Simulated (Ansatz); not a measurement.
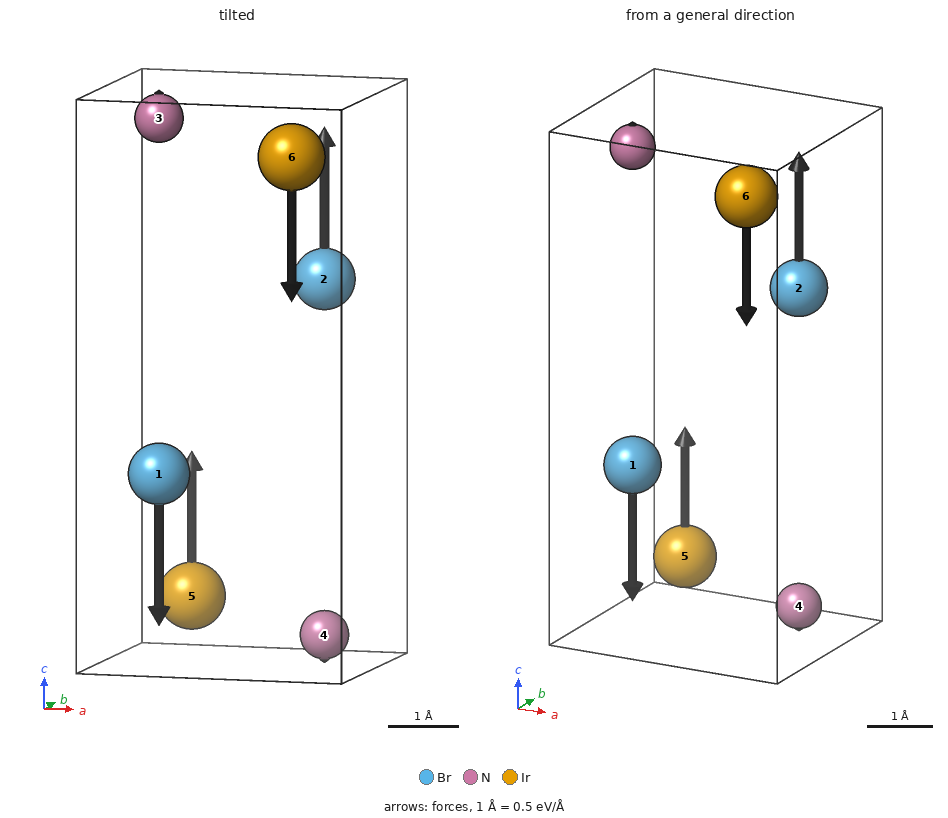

Shown here is a spheres-only view of the crystal, taken slightly off an axis and from a general direction. Thin lines show the simulation cell, with boundary atoms drawn in all their periodic places. The arrows are the computed forces on the atoms.

System: IrBrN. Results below were computed with DFT, PAW plane waves, PBE, spin-orbit (Ansatz); the settings were plane waves up to 420 eV, the zone sampled with 6×7×3 points, Fermi-Dirac smearing of 0.1 eV, spinor wavefunctions.

> Is this an equilibrium geometry?

No. The atoms still feel forces of up to about 0.9 eV/Å, far above a usual threshold of 0.01 to 0.03 eV/Å.

About the cell: it is a generated cell, made by putting these elements into a known structure type (the compound may or may not exist in this form), and it is unrelaxed. A calculation with Ansatz used it as input.
